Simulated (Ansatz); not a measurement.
**CH6FGaSi: up Jacob's ladder to CCSD(T)**

Aim: compute CH6FGaSi with functionals from several rungs and with coupled cluster, and see how far each lands from CCSD(T) at the basis-set limit for the atomisation energy.

Computed with Ansatz 0.2.0, Gaussian basis. Level: functionals in def2-TZVPP, the program's frozen cores in correlated methods.

The runs, in order: LDA (SPW92), PBE-D4, revPBE-D4, BLYP-D4, r2SCAN-D4, B97M-V, PBE0-D4, B3LYP-D4, r2SCANh-D4, r2SCAN0-D4, HSE06-D4, BHLYP-D4, CAM-B3LYP-D4, LC-ωPBE, ωB97X-V, ωB97M-V, B2PLYP, PBE-QIDH; CCSD(T)/def2-SVP; CCSD(T)/def2-TZVPP; MP2/def2-QZVPP; extrapolation to the limit; RPA on PBE.

## 1. Structure used throughout

All runs share one geometry, relaxed beforehand with PBE0-D4 in a triple-zeta def2 set.

SMILES `F[CH2][GaH][SiH3]`, 10 atoms, charge 0, spin multiplicity 1.

Atoms are counted from 1 here; the program's logs count them from 0.

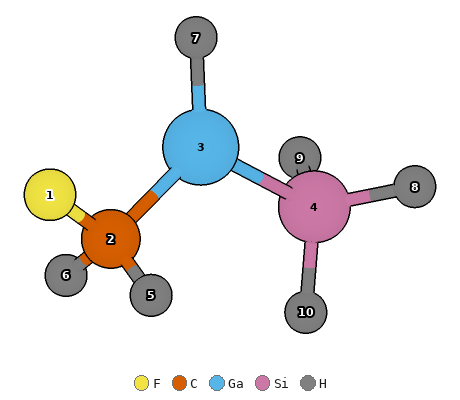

The geometry (fluorine yellow, carbon orange, gallium blue, silicon pink, hydrogen grey); atoms are numbered from 1 in the order of the file.

Coordinates:

```xyz
10
CH6FGaSi
F    -1.03401    2.32875   -1.70623
C    -1.11766    1.28574   -0.79116
Ga    0.62498    0.36556   -0.49660
Si    0.74011   -1.47988    1.06167
H    -1.50144    1.69123    0.15336
H    -1.86996    0.57402   -1.15373
H     1.89141    0.85907   -1.28338
H     1.69994   -1.16976    2.15927
H     1.22536   -2.71065    0.37501
H    -0.57563   -1.79538    1.68459
```

## 2. LDA

This LDA is Slater exchange with PW92 correlation.

The input, in.yaml:

```yaml
crystal:
  periodic: [false, false, false]
  atoms:
    - {symbol: F, position_ang: [-1.034014, 2.328750, -1.706229]}
    - {symbol: C, position_ang: [-1.117658, 1.285738, -0.791161]}
    - {symbol: Ga, position_ang: [0.624982, 0.365560, -0.496603]}
    - {symbol: Si, position_ang: [0.740107, -1.479880, 1.061673]}
    - {symbol: H, position_ang: [-1.501438, 1.691229, 0.153356]}
    - {symbol: H, position_ang: [-1.869958, 0.574023, -1.153731]}
    - {symbol: H, position_ang: [1.891411, 0.859072, -1.283378]}
    - {symbol: H, position_ang: [1.699937, -1.169759, 2.159268]}
    - {symbol: H, position_ang: [1.225358, -2.710653, 0.375014]}
    - {symbol: H, position_ang: [-0.575628, -1.795379, 1.684591]}
basis:
  gaussian: {orbitals: def2-TZVPP}
hamiltonian: {xc: lda}
output: {orbitals: {seedname: orbitals}}
```

Started as:

```
$ ansatz run in.yaml --threads 4 --pin off --events-out ev --progress --plain --max-ram 10444MiB
```

Standard output:

```text
Functional definition: SPW92
  name "SPW92"
  cite "Dirac, Proc. Camb. Phil. Soc. 26, 376 (1930) doi:10.1017/S0305004100016108"
  cite "Slater, Phys. Rev. 81, 385 (1951) doi:10.1103/PhysRev.81.385"
  cite "Perdew & Wang, Phys. Rev. B 45, 13244 (1992) doi:10.1103/PhysRevB.45.13244"
  exchange = slater_x
  correlation = pw_c
1346 factors; their error is unknown
mean field evaluation 1: about -63958.4826 eV, gradient 6.4e1 eV
mean field evaluation 2: about -63943.4716 eV, gradient 1.1e2 eV
mean field evaluation 4: about -63965.8836 eV, gradient 7.0e0 eV
mean field evaluation 8: about -63965.9876 eV, gradient 1.9e-1 eV
mean field evaluation 16: about -63965.9510 eV, gradient 2.7e-4 eV
mean field -63965.95101245 eV, -2350.7053420288 hartree, gradient 7.6e-5 eV, S^2 0.000000; 0 other end points of the search recorded, 0 dependent functions left out
reference -63965.95105730 eV, -2350.7053436769 hartree; 33, 33 occupied and 203, 203 virtual orbitals, 1346 factors
Total energy: -63965.95105730 eV, -2350.7053436769 hartree
```

Run time: 1.1 s. Hardware: 4 threads of Arm Neoverse V1, shared host.

Atomisation energy: 3396.5 kJ/mol (free atoms -63930.749 eV, run apart). HOMO -6.37 eV, LUMO -3.05 eV.

## 3. PBE-D4 (GGA)

Changes to in.yaml since step 2:

```diff
@@ -15,3 +15,3 @@
   gaussian: {orbitals: def2-TZVPP}
-hamiltonian: {xc: lda}
-output: {orbitals: {seedname: orbitals}}
+hamiltonian: {xc: pbe, dispersion: d4}
+output: {forces: true, orbitals: {seedname: orbitals}}
```

Same command.

Standard output, shortened:

```text
Functional definition: PBE
  name "PBE"
  cite "Perdew, Burke & Ernzerhof, Phys. Rev. Lett. 77, 3865 (1996) doi:10.1103/PhysRevLett.77.3865"
  parent pbe
[...]
1346 factors; their error is unknown
[...]
mean field -64092.06755450 eV, -2355.3400394642 hartree, gradient 5.2e-5 eV, S^2 0.000000; 0 other end points of the search recorded, 0 dependent functions left out
[...]
reference -64092.06760232 eV, -2355.3400412214 hartree; 33, 33 occupied and 203, 203 virtual orbitals, 1346 factors
Total energy: -64092.25378880 eV, -2355.3468834486 hartree
Atom 0 at    -1.034014     2.328750    -1.706229 Å, force     0.038961     0.456099    -0.401157 eV/Å
Atom 1 at    -1.117658     1.285738    -0.791161 Å, force     0.043380    -0.210318     0.166906 eV/Å
Atom 2 at     0.624982     0.365560    -0.496603 Å, force     0.069676    -0.097708     0.063704 eV/Å
Atom 3 at     0.740107    -1.479880     1.061673 Å, force    -0.020622     0.093220    -0.075942 eV/Å
Atom 4 at    -1.501438     1.691229     0.153356 Å, force    -0.075098     0.056474     0.237426 eV/Å
Atom 5 at    -1.869958     0.574023    -1.153731 Å, force    -0.156850    -0.193085    -0.054123 eV/Å
Atom 6 at     1.891411     0.859072    -1.283378 Å, force     0.076349     0.035676    -0.051945 eV/Å
Atom 7 at     1.699937    -1.169759     2.159268 Å, force     0.097239     0.023351     0.111281 eV/Å
Atom 8 at     1.225358    -2.710653     0.375014 Å, force     0.051252    -0.126343    -0.061809 eV/Å
Atom 9 at    -0.575628    -1.795379     1.684591 Å, force    -0.124287    -0.037367     0.065659 eV/Å
Dipole moment:    -0.074228    -0.173356     0.168388 e Å
```

Run time: 2.3 s. Hardware: 4 threads of Arm Neoverse V1, shared host.

With the free atoms at this level, -64061.068 eV in sum, the atomisation energy is 3009.0 kJ/mol. HOMO -6.22 eV, LUMO -2.81 eV.

## 4. revPBE-D4 (GGA)

Changes to in.yaml since step 3:

```diff
@@ -15,3 +15,3 @@
   gaussian: {orbitals: def2-TZVPP}
-hamiltonian: {xc: pbe, dispersion: d4}
-output: {forces: true, orbitals: {seedname: orbitals}}
+hamiltonian: {xc: {name: revPBE}, dispersion: d4}
+output: {orbitals: {seedname: orbitals}}
```

The command is unchanged.

Standard output:

```text
Functional definition: revPBE
  name "revPBE"
  cite "Zhang & Yang, Phys. Rev. Lett. 80, 890 (1998) doi:10.1103/PhysRevLett.80.890"
  cite "Perdew, Burke & Ernzerhof, Phys. Rev. Lett. 77, 3865 (1996) doi:10.1103/PhysRevLett.77.3865"
  parameter kappa = 1.245
  parameter beta = 0.06672455060314922
  exchange = pbe_x(kappa = kappa, mu = beta*pi^2/3)
  correlation = pbe_c(beta = beta)
1346 factors; their error is unknown
mean field evaluation 1: about -64095.0578 eV, gradient 5.9e1 eV
mean field evaluation 2: about -64083.3962 eV, gradient 9.6e1 eV
mean field evaluation 4: about -64101.6673 eV, gradient 5.6e0 eV
mean field evaluation 8: about -64101.7290 eV, gradient 1.5e-1 eV
mean field evaluation 16: about -64101.6916 eV, gradient 3.1e-4 eV
mean field -64101.69163800 eV, -2355.6937180093 hartree, gradient 4.2e-5 eV, S^2 0.000000; 0 other end points of the search recorded, 0 dependent functions left out
reference -64101.69169757 eV, -2355.6937201984 hartree; 33, 33 occupied and 203, 203 virtual orbitals, 1346 factors
Total energy: -64102.20317286 eV, -2355.7125165686 hartree
```

Wall time 1.9 s (4 threads of Arm Neoverse V1, shared host).

With the free atoms at this level, -64071.690 eV in sum, the atomisation energy is 2944.1 kJ/mol. HOMO -6.17 eV, LUMO -2.69 eV.

## 5. BLYP-D4 (GGA)

Changes to in.yaml since step 4:

```diff
@@ -15,3 +15,3 @@
   gaussian: {orbitals: def2-TZVPP}
-hamiltonian: {xc: {name: revPBE}, dispersion: d4}
+hamiltonian: {xc: {name: BLYP}, dispersion: d4}
 output: {orbitals: {seedname: orbitals}}
```

The command is unchanged.

Standard output:

```text
Functional definition: BLYP
  name "BLYP"
  cite "Becke, Phys. Rev. A 38, 3098 (1988) doi:10.1103/PhysRevA.38.3098"
  cite "Lee, Yang & Parr, Phys. Rev. B 37, 785 (1988) doi:10.1103/PhysRevB.37.785"
  parameter beta = 0.0042
  parameter a = 0.04918
  parameter b = 0.132
  parameter c = 0.2533
  parameter d = 0.349
  exchange = b88_x(beta = beta)
  correlation = lyp_c(a = a, b = b, c = c, d = d)
1346 factors; their error is unknown
mean field evaluation 1: about -64101.4436 eV, gradient 6.4e1 eV
mean field evaluation 2: about -64085.0793 eV, gradient 1.1e2 eV
mean field evaluation 4: about -64109.1399 eV, gradient 8.7e0 eV
mean field evaluation 8: about -64109.2657 eV, gradient 2.3e-1 eV
mean field evaluation 16: about -64109.2278 eV, gradient 2.6e-4 eV
mean field -64109.22777203 eV, -2355.9706658267 hartree, gradient 4.3e-5 eV, S^2 0.000000; 0 other end points of the search recorded, 0 dependent functions left out
reference -64109.22817421 eV, -2355.9706806067 hartree; 33, 33 occupied and 203, 203 virtual orbitals, 1346 factors
Total energy: -64109.62798954 eV, -2355.9853735490 hartree
```

Wall time 2 s (4 threads of Arm Neoverse V1, shared host).

Atomisation energy: 2962.0 kJ/mol (free atoms -64078.929 eV, run apart). HOMO -6.10 eV, LUMO -2.74 eV.

## 6. r2SCAN-D4 (meta-GGA)

Changes to in.yaml since step 5:

```diff
@@ -15,3 +15,3 @@
   gaussian: {orbitals: def2-TZVPP}
-hamiltonian: {xc: {name: BLYP}, dispersion: d4}
-output: {orbitals: {seedname: orbitals}}
+hamiltonian: {xc: r2scan, dispersion: d4}
+output: {forces: true, orbitals: {seedname: orbitals}}
```

Launched as before.

Standard output, shortened:

```text
Functional definition: r2SCAN
  name "r2SCAN"
  cite "Furness, Kaplan, Ning, Perdew & Sun, J. Phys. Chem. Lett. 11, 8208 (2020) doi:10.1021/acs.jpclett.0c02405"
  cite "Furness, Kaplan, Ning, Perdew & Sun, J. Phys. Chem. Lett. 11, 9248 (2020) doi:10.1021/acs.jpclett.0c03077"
  parent r2scan
[...]
1346 factors; their error is unknown
[...]
mean field -64105.48816821 eV, -2355.8332379210 hartree, gradient 1.7e-5 eV, S^2 0.000000; 0 other end points of the search recorded, 0 dependent functions left out
[...]
reference -64105.48818246 eV, -2355.8332384447 hartree; 33, 33 occupied and 203, 203 virtual orbitals, 1346 factors
Total energy: -64105.53296174 eV, -2355.8348840529 hartree
Atom 0 at    -1.034014     2.328750    -1.706229 Å, force     0.013776     0.252473    -0.220040 eV/Å
Atom 1 at    -1.117658     1.285738    -0.791161 Å, force     0.038802    -0.247478     0.199962 eV/Å
Atom 2 at     0.624982     0.365560    -0.496603 Å, force     0.064849    -0.025958     0.003441 eV/Å
Atom 3 at     0.740107    -1.479880     1.061673 Å, force    -0.009555     0.041193    -0.033616 eV/Å
Atom 4 at    -1.501438     1.691229     0.153356 Å, force    -0.005728    -0.000235     0.010689 eV/Å
Atom 5 at    -1.869958     0.574023    -1.153731 Å, force    -0.007809    -0.008397     0.001609 eV/Å
Atom 6 at     1.891411     0.859072    -1.283378 Å, force    -0.098817    -0.023372     0.048959 eV/Å
Atom 7 at     1.699937    -1.169759     2.159268 Å, force    -0.017071    -0.010965    -0.020087 eV/Å
Atom 8 at     1.225358    -2.710653     0.375014 Å, force    -0.007068     0.021421     0.017561 eV/Å
Atom 9 at    -0.575628    -1.795379     1.684591 Å, force     0.028621     0.001318    -0.008478 eV/Å
Dipole moment:    -0.070096    -0.193948     0.184830 e Å
```

Run time: 3.9 s. Hardware: 4 threads of Arm Neoverse V1, shared host.

With the free atoms at this level, -64074.407 eV in sum, the atomisation energy is 3003.2 kJ/mol. HOMO -6.49 eV, LUMO -2.60 eV.

## 7. B97M-V (meta-GGA)

Changes to in.yaml since step 6:

```diff
@@ -15,3 +15,3 @@
   gaussian: {orbitals: def2-TZVPP}
-hamiltonian: {xc: r2scan, dispersion: d4}
-output: {forces: true, orbitals: {seedname: orbitals}}
+hamiltonian: {xc: {name: B97M-V}}
+output: {orbitals: {seedname: orbitals}}
```

Same command.

Standard output, shortened:

```text
Functional definition: B97M-V
  name "B97M-V"
  cite "Mardirossian & Head-Gordon, J. Chem. Phys. 142, 074111 (2015) doi:10.1063/1.4907719"
  cite "Becke, J. Chem. Phys. 107, 8554 (1997) doi:10.1063/1.475007"
  cite "Vydrov & Van Voorhis, J. Chem. Phys. 133, 244103 (2010) doi:10.1063/1.3521275"
  # Of w^i u^j: cxij and so on, Table III.
[...]
  gx(w, u) = cx00 + cx01*u + cx02*u^2 + (cx10 + cx11*u)*w
  gss(w, u) = css00 + css02*u^2 + css10*w + (css32*w^3 + css42*w^4)*u^2
  gos(w, u) = cos00 + cos01*u + cos03*u^3 + cos10*w + cos32*w^3*u^2
[...]
      + integral(e_c_pw_mod_opposite_spin*gos(b97_w_opposite, b97_u_opposite)) + vv10(b, c)
1346 factors; their error is unknown
[...]
mean field -64095.35686736 eV, -2355.4609194822 hartree, gradient 1.6e-5 eV, S^2 0.000000; 0 other end points of the search recorded, 0 dependent functions left out
reference -64095.35693749 eV, -2355.4609220595 hartree; 33, 33 occupied and 203, 203 virtual orbitals, 1346 factors
Total energy: -64095.35693749 eV, -2355.4609220595 hartree
```

Wall time 8.5 s (4 threads of Arm Neoverse V1, shared host).

With the free atoms at this level, -64064.183 eV in sum, the atomisation energy is 3007.8 kJ/mol. HOMO -6.60 eV, LUMO -2.80 eV.

## 8. PBE0-D4 (hybrid)

Changes to in.yaml since step 7:

```diff
@@ -15,3 +15,3 @@
   gaussian: {orbitals: def2-TZVPP}
-hamiltonian: {xc: {name: B97M-V}}
+hamiltonian: {xc: pbe0, dispersion: d4}
 output: {orbitals: {seedname: orbitals}}
```

Its log isn't repeated here (it stands with the study of this molecule's fields); it ends on a total energy of -64094.307525 eV.

With the free atoms at this level, -64063.477 eV in sum, the atomisation energy is 2974.7 kJ/mol. HOMO -7.44 eV, LUMO -2.02 eV.

## 9. B3LYP-D4 (hybrid)

B3LYP here takes the VWN-RPA correlation.

Changes to in.yaml since step 8:

```diff
@@ -15,3 +15,3 @@
   gaussian: {orbitals: def2-TZVPP}
-hamiltonian: {xc: pbe0, dispersion: d4}
-output: {orbitals: {seedname: orbitals}}
+hamiltonian: {xc: {name: B3LYP}, dispersion: d4}
+output: {forces: true, orbitals: {seedname: orbitals}}
```

Same command.

Standard output, shortened:

```text
Functional definition: B3LYP
  name "B3LYP"
  cite "Stephens, Devlin, Chabalowski & Frisch, J. Phys. Chem. 98, 11623 (1994) doi:10.1021/j100096a001"
  cite "Becke, Phys. Rev. A 38, 3098 (1988) doi:10.1103/PhysRevA.38.3098"
  cite "Lee, Yang & Parr, Phys. Rev. B 37, 785 (1988) doi:10.1103/PhysRevB.37.785"
  cite "Vosko, Wilk & Nusair, Can. J. Phys. 58, 1200 (1980) doi:10.1139/p80-159"
[...]
1384 factors; their error is unknown
[...]
mean field -64110.57938072 eV, -2356.0203365301 hartree, gradient 1.5e-5 eV, S^2 0.000000; 0 other end points of the search recorded, 0 dependent functions left out
[...]
reference -64110.57967917 eV, -2356.0203474978 hartree; 33, 33 occupied and 203, 203 virtual orbitals, 1384 factors
Total energy: -64110.88192856 eV, -2356.0314549582 hartree
Atom 0 at    -1.034014     2.328750    -1.706229 Å, force     0.014998     0.310154    -0.269613 eV/Å
Atom 1 at    -1.117658     1.285738    -0.791161 Å, force    -0.220056    -0.231620     0.259295 eV/Å
Atom 2 at     0.624982     0.365560    -0.496603 Å, force     0.154232    -0.036604    -0.013345 eV/Å
Atom 3 at     0.740107    -1.479880     1.061673 Å, force     0.012662    -0.131887     0.110380 eV/Å
Atom 4 at    -1.501438     1.691229     0.153356 Å, force     0.017004    -0.023870    -0.049943 eV/Å
Atom 5 at    -1.869958     0.574023    -1.153731 Å, force     0.038037     0.038352     0.023202 eV/Å
Atom 6 at     1.891411     0.859072    -1.283378 Å, force    -0.009735     0.006889    -0.002603 eV/Å
Atom 7 at     1.699937    -1.169759     2.159268 Å, force    -0.056988    -0.020250    -0.062400 eV/Å
Atom 8 at     1.225358    -2.710653     0.375014 Å, force    -0.029258     0.070261     0.042072 eV/Å
Atom 9 at    -0.575628    -1.795379     1.684591 Å, force     0.079103     0.018573    -0.037045 eV/Å
Dipole moment:    -0.061649    -0.206766     0.193266 e Å
```

Run time: 4.3 s. Hardware: 4 threads of Arm Neoverse V1, shared host; peak memory 0.66 GiB.

Atomisation energy: 2981.8 kJ/mol (free atoms -64079.978 eV, run apart). HOMO -7.23 eV, LUMO -2.28 eV.

## 10. r2SCANh-D4 (hybrid)

Changes to in.yaml since step 9:

```diff
@@ -15,3 +15,3 @@
   gaussian: {orbitals: def2-TZVPP}
-hamiltonian: {xc: {name: B3LYP}, dispersion: d4}
-output: {forces: true, orbitals: {seedname: orbitals}}
+hamiltonian: {xc: {name: r2SCANh}, dispersion: d4}
+output: {orbitals: {seedname: orbitals}}
```

Launched as before.

Standard output, shortened:

```text
Functional definition: r2SCANh
  name "r2SCANh"
  cite "Bursch, Neugebauer, Ehlert & Grimme, J. Chem. Phys. 156, 134105 (2022) doi:10.1063/5.0086040"
  cite "Furness, Kaplan, Ning, Perdew & Sun, J. Phys. Chem. Lett. 11, 8208 (2020) doi:10.1021/acs.jpclett.0c02405"
  cite "Furness, Kaplan, Ning, Perdew & Sun, J. Phys. Chem. Lett. 11, 9248 (2020) doi:10.1021/acs.jpclett.0c03077"
  parent r2scan
[...]
1369 factors; their error is unknown
[...]
mean field -64104.95405203 eV, -2355.8136095136 hartree, gradient 4.4e-5 eV, S^2 0.000000; 0 other end points of the search recorded, 0 dependent functions left out
reference -64104.95406512 eV, -2355.8136099947 hartree; 33, 33 occupied and 203, 203 virtual orbitals, 1369 factors
Total energy: -64105.00257343 eV, -2355.8153926421 hartree
```

Run time: 4.6 s. Hardware: 4 threads of Arm Neoverse V1, shared host; peak memory 0.63 GiB.

With the free atoms at this level, -64074.048 eV in sum, the atomisation energy is 2986.7 kJ/mol. HOMO -6.94 eV, LUMO -2.33 eV.

## 11. r2SCAN0-D4 (hybrid)

Changes to in.yaml since step 10:

```diff
@@ -15,3 +15,3 @@
   gaussian: {orbitals: def2-TZVPP}
-hamiltonian: {xc: {name: r2SCANh}, dispersion: d4}
+hamiltonian: {xc: {name: r2SCAN0}, dispersion: d4}
 output: {orbitals: {seedname: orbitals}}
```

Launched as before.

Standard output, shortened:

```text
Functional definition: r2SCAN0
  name "r2SCAN0"
  cite "Bursch, Neugebauer, Ehlert & Grimme, J. Chem. Phys. 156, 134105 (2022) doi:10.1063/5.0086040"
  cite "Furness, Kaplan, Ning, Perdew & Sun, J. Phys. Chem. Lett. 11, 8208 (2020) doi:10.1021/acs.jpclett.0c02405"
  cite "Furness, Kaplan, Ning, Perdew & Sun, J. Phys. Chem. Lett. 11, 9248 (2020) doi:10.1021/acs.jpclett.0c03077"
  parent r2scan
[...]
1394 factors; their error is unknown
[...]
mean field -64104.19805491 eV, -2355.7858271321 hartree, gradient 2.6e-5 eV, S^2 0.000000; 0 other end points of the search recorded, 0 dependent functions left out
reference -64104.19806628 eV, -2355.7858275496 hartree; 33, 33 occupied and 203, 203 virtual orbitals, 1394 factors
Total energy: -64104.25201644 eV, -2355.7878101816 hartree
```

Wall time 4.7 s (4 threads of Arm Neoverse V1, shared host); peak memory 0.64 GiB.

Atomisation energy: 2963.8 kJ/mol (free atoms -64073.534 eV, run apart). HOMO -7.61 eV, LUMO -1.92 eV.

## 12. HSE06-D4 (hybrid)

HSE06 is the plane-wave form, built on full-range PBE exchange.

Changes to in.yaml since step 11:

```diff
@@ -15,3 +15,3 @@
   gaussian: {orbitals: def2-TZVPP}
-hamiltonian: {xc: {name: r2SCAN0}, dispersion: d4}
+hamiltonian: {xc: hse06, dispersion: d4}
 output: {orbitals: {seedname: orbitals}}
```

Launched as before.

Standard output, shortened:

```text
Functional definition: HSE06
  name "HSE06"
  cite "Heyd, Scuseria & Ernzerhof, J. Chem. Phys. 118, 8207 (2003) doi:10.1063/1.1564060"
  cite "Krukau, Vydrov, Izmaylov & Scuseria, J. Chem. Phys. 125, 224106 (2006) doi:10.1063/1.2404663"
  cite "Heyd & Scuseria, J. Chem. Phys. 120, 7274 (2004) doi:10.1063/1.1668634"
  cite "Ernzerhof & Perdew, J. Chem. Phys. 109, 3313 (1998) doi:10.1063/1.476928"
  cite "Perdew, Burke & Ernzerhof, Phys. Rev. Lett. 77, 3865 (1996) doi:10.1103/PhysRevLett.77.3865"
  parent pbe
[...]
  # The whole range is PBE's own exchange, as in plane waves. The composition of these papers is wPBEh.
[...]
1394 factors; their error is unknown
120 factors; integrals over basis functions are off by at most 8.1e-7 eV
[...]
mean field -64093.76368069 eV, -2355.4023709521 hartree, gradient 2.5e-5 eV, S^2 0.000000; 0 other end points of the search recorded, 0 dependent functions left out
reference -64093.76372804 eV, -2355.4023726921 hartree; 33, 33 occupied and 203, 203 virtual orbitals, 1394 factors
Total energy: -64093.91358602 eV, -2355.4078798713 hartree
```

It took 3.2 s on 4 threads of Arm Neoverse V1, shared host; peak memory 0.65 GiB.

Atomisation energy: 2976.1 kJ/mol (free atoms -64063.068 eV, run apart). HOMO -7.05 eV, LUMO -2.39 eV.

## 13. BHLYP-D4 (hybrid)

Changes to in.yaml since step 12:

```diff
@@ -15,3 +15,3 @@
   gaussian: {orbitals: def2-TZVPP}
-hamiltonian: {xc: hse06, dispersion: d4}
+hamiltonian: {xc: {name: BHLYP}, dispersion: d4}
 output: {orbitals: {seedname: orbitals}}
```

Same command.

Standard output:

```text
Functional definition: BHLYP
  name "BHLYP"
  cite "Becke, J. Chem. Phys. 98, 1372 (1993) doi:10.1063/1.464304"
  cite "Becke, Phys. Rev. A 38, 3098 (1988) doi:10.1103/PhysRevA.38.3098"
  cite "Lee, Yang & Parr, Phys. Rev. B 37, 785 (1988) doi:10.1103/PhysRevB.37.785"
  parameter a = 0.5
  exchange = (1 - a)*b88_x + a*exact_x
  correlation = lyp_c
1513 factors; their error is unknown
mean field evaluation 1: about -64103.1356 eV, gradient 3.5e1 eV
mean field evaluation 2: about -64103.7321 eV, gradient 3.4e1 eV
mean field evaluation 4: about -64105.4697 eV, gradient 1.5e0 eV
mean field evaluation 8: about -64105.9301 eV, gradient 1.2e-1 eV
mean field -64105.93007731 eV, -2355.8494777812 hartree, gradient 4.5e-5 eV, S^2 0.000000; 0 other end points of the search recorded, 0 dependent functions left out
reference -64105.93027847 eV, -2355.8494851736 hartree; 33, 33 occupied and 203, 203 virtual orbitals, 1513 factors
Total energy: -64106.18789285 eV, -2355.8589523273 hartree
```

Run time: 2.9 s. Hardware: 4 threads of Arm Neoverse V1, shared host; peak memory 0.63 GiB.

With the free atoms at this level, -64075.922 eV in sum, the atomisation energy is 2920.3 kJ/mol. HOMO -8.51 eV, LUMO -1.27 eV.

(Part 1 of 2 ends here.)
